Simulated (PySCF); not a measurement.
C3H8OSSi, SMILES CC(=O)[SiH2]CS at its GFN2-xTB optimised geometry (Å):

```
14

C      1.9620     0.3445    -2.0178
C      0.5193     0.5112    -1.6340
O     -0.2525     1.1619    -2.3046
Si    -0.0562    -0.3508     0.0000
C     -1.9567    -0.3508     0.0000
S     -2.5892     1.3713     0.0000
H      2.1987     0.9095    -2.9167
H      2.1613    -0.7122    -2.1830
H      2.5892     0.6739    -1.1925
H      0.4630    -1.7212    -0.0011
H      0.4570     0.4354     1.1206
H     -2.3927    -0.8628    -0.8563
H     -2.3607    -0.8011     0.9041
H     -2.0040     1.7212    -1.1420
```

Method: CAM-B3LYP/def2-TZVP (PySCF). Cells within 0.4 Å of a nucleus heavier than hydrogen are left out (blank, or x).

Map of the LUMO amplitude (bohr^(-3/2)) on the plane z = 0.0 Å; orbital energy -0.09 eV, overall sign arbitrary:

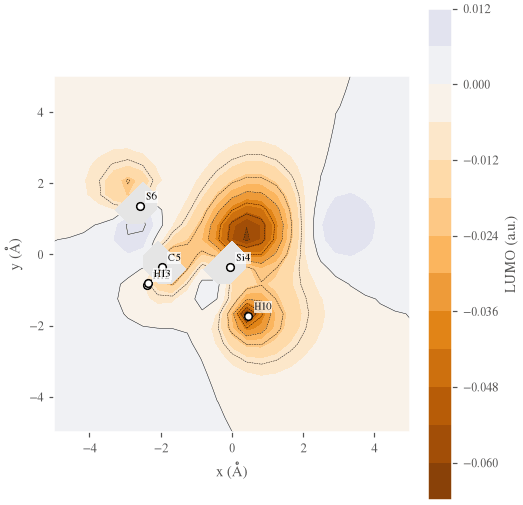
*LUMO amplitude (bohr^(-3/2)) on the plane z = 0.0 Å.*
